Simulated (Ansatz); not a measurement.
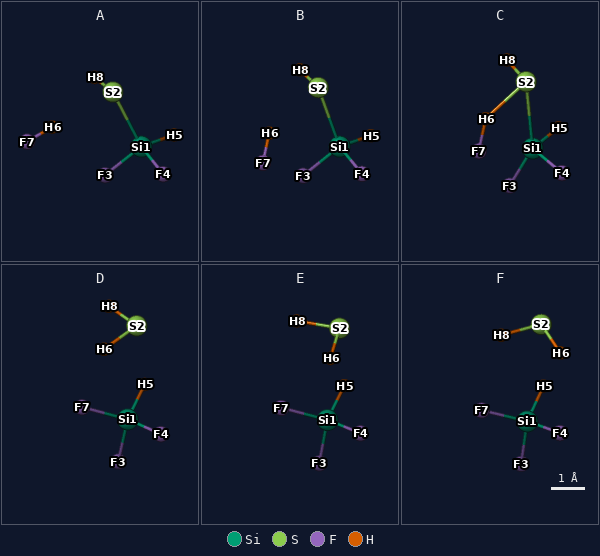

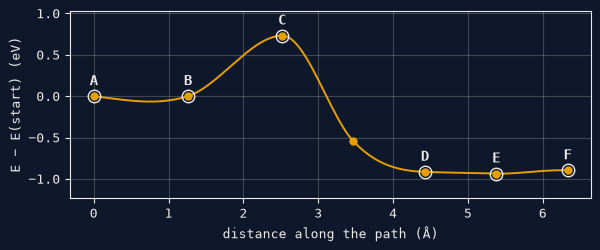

A search for the minimum-energy path of SiH$_{3}$SF$_{3}$, made up of SiH₂SF₂ and HF by the nudged elastic band. Images are numbered from 0 (start) to 6 (end). Frames A to F are images 0, 1, 2, 4, 5, 6. A ball-and-stick model, seen at a tilt.

These are results of RKS PBE0-D4/def2-SVP in Ansatz 0.2.0, not measurements.

Input file:
```yaml
crystal:
  periodic: [false, false, false]
  atoms:
    - {symbol: Si, position_ang: [-0.926804, -0.634007, -0.369493]}
    - {symbol: S, position_ang: [0.269921, -0.191200, 1.327765]}
    - {symbol: F, position_ang: [-0.107807, -0.405817, -1.699625]}
    - {symbol: F, position_ang: [-2.122069, 0.395085, -0.316298]}
    - {symbol: H, position_ang: [-1.445363, -2.008606, -0.383396]}
    - {symbol: H, position_ang: [1.331450, 1.611188, 0.431497]}
    - {symbol: F, position_ang: [1.787227, 2.318291, 0.032159]}
    - {symbol: H, position_ang: [1.213446, -1.084933, 0.977391]}
basis:
  gaussian: {orbitals: def2-SVP}
hamiltonian: {xc: pbe0, dispersion: d4}
neb:
  images: 5
  climbing: true
  max_iterations: 40
  initial_path: idpp
  final_atoms:
    - {symbol: Si, position_ang: [-0.648645, -0.026379, -1.132357]}
    - {symbol: S, position_ang: [0.855437, -0.592577, 2.083635]}
    - {symbol: F, position_ang: [-1.308663, 0.220311, -2.542768]}
    - {symbol: F, position_ang: [-1.126624, 1.141372, -0.188345]}
    - {symbol: H, position_ang: [-1.040728, -1.336668, -0.626334]}
    - {symbol: H, position_ang: [0.411236, 0.656034, 2.294045]}
    - {symbol: F, position_ang: [0.910667, 0.093651, -1.325282]}
    - {symbol: H, position_ang: [1.947320, -0.155743, 1.437404]}
```

Run as
```bash
ansatz run in.yaml --threads 4 --pin off --events-out ev --progress --plain --max-ram 9574MiB
```

> Describe the mechanism and the energy profile.

The highest point, image 2, lies 0.73 eV above the start and 1.63 eV above the end; the end is at −0.90 eV relative to the start. Image 5 lies below both ends, at −0.94 eV, so an end isn't at the bottom of its valley. Breaking: H6–F7 (0.93 → 1.10 at the top → 3.70 Å), Si1–S2 (2.12 → 2.36 at the top → 3.60 Å). Forming: S2–H6 (2.28 → 1.69 at the top → 1.34 Å), Si1–F7 (4.03 → 1.91 at the top → 1.58 Å). The band converged in 16 iterations. The largest component of the band force went from 4.8 to 0.033 eV/Å. The climbing image converged on the top of the path. Its curvatures weren't checked. The largest force component is 0.89 eV/Å at the start and 1.07 eV/Å at the end; an end with forces this large is no minimum, and the barrier measured from it can be far off.

Limits of the set-up: the start holds two separate molecules, 2.3 Å apart at their closest, whose relative position is a soft coordinate.

Cost: 100 s on 4 threads of Arm Neoverse V2, with other jobs on the host.
